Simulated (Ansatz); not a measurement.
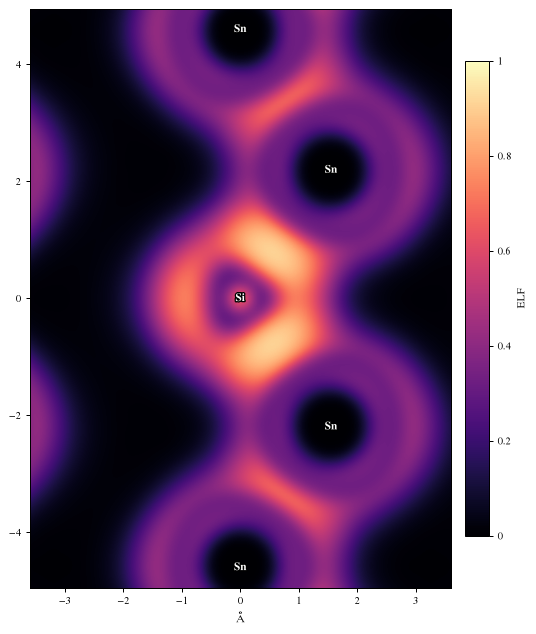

SiSn7. ELF on the (011̄) plane of the conventional cell.

Space group P-43m; a generated structure, not necessarily the stable one.

Method: Ansatz 0.2.0, DFT PBE, scalar-relativistic, plane waves, PAW.

In a PAW calculation such maps are meaningful between the atoms, not at the nuclei.

```
Si Sn
1.0
     6.50549    0.00000    0.00000
     0.00000    6.50549    0.00000
     0.00000    0.00000    6.50549
Si Sn
1 7
Cartesian
  0.0000 0.0000 0.0000
  0.0000 3.2527 3.2527
  1.5514 4.9541 4.9541
  3.2527 0.0000 3.2527
  4.9541 1.5514 4.9541
  4.9541 4.9541 1.5514
  3.2527 3.2527 0.0000
  1.5514 1.5514 1.5514
```

Interpret the plot.

Answer. The plane passes through Si and Sn nuclei. Si–Sn (2.69 Å): the ELF peaks at about 0.90 in the valence shell of Si, 1.0 Å from its nucleus, and is about 0.75 at the midpoint. Sn–Sn (2.86 Å): the ELF peaks at about 0.65 between the atoms.

Which way does charge flow, and how much by Bader's partition?

Answer. Electrons move from Sn towards Si. Bader charges: Si −0.24 and Sn −0.01 to +0.07 e.
